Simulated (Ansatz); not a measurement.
Consider BrH₃Si···HCl.

```tsv
atom	x (Å)	y (Å)	z (Å)
Si	-0.8654	-0.6251	-0.1523
Br	1.2453	-1.3218	-0.3878
H	-1.7415	-1.7789	-0.4519
H	-1.0373	-0.1710	1.2439
H	-1.0864	0.4781	-1.1110
H	1.8468	1.0970	0.2600
Cl	1.6384	2.3219	0.5991
```

The reactant side of a reaction path; geometry: PBE0-D4/def2-TZVP.

All numbers below come from RKS PBE0-D4/def2-TZVPP in Ansatz 0.2.0.

### What can the converged electron density and electron localisation function tell about the bonding?

Br2···H6 (2.58 Å): the density falls to about 0.1 e/Å³ on the way; the ELF dips to about 0.10 between them.
Si–Br (2.24 Å): ρ is about 0.76 e/Å³ halfway; the ELF peaks at about 0.85 between the atoms (a shared but strongly polarised pair).
Cl–H (1.29 Å): the density is about 2 e/Å³ at the midpoint; the ELF climbs to about 1 towards the hydrogen, as it does in any bond to H.
Si–H (1.48 Å): ρ at the midpoint is about 0.83 e/Å³; the ELF climbs to about 1 towards the hydrogen.

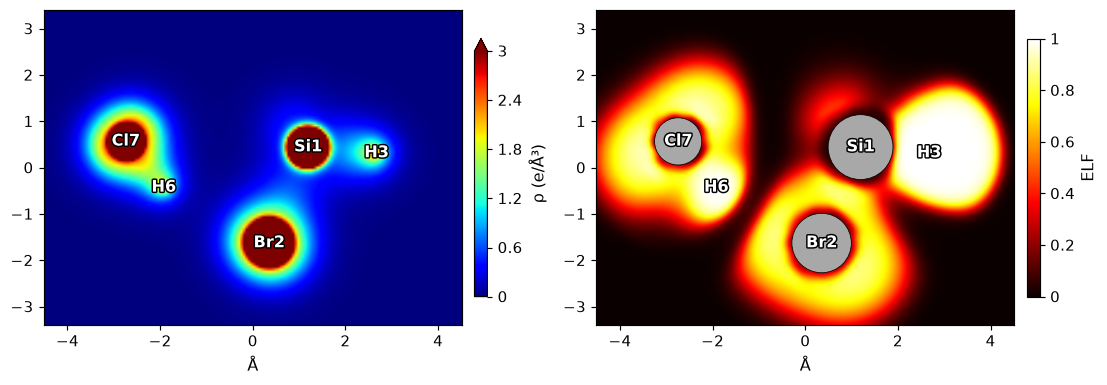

Computed electron density and electron localisation function on the plane of atoms Br2, Si1 and H3, in this order. Grey discs cover the atomic cores in the ELF map. 
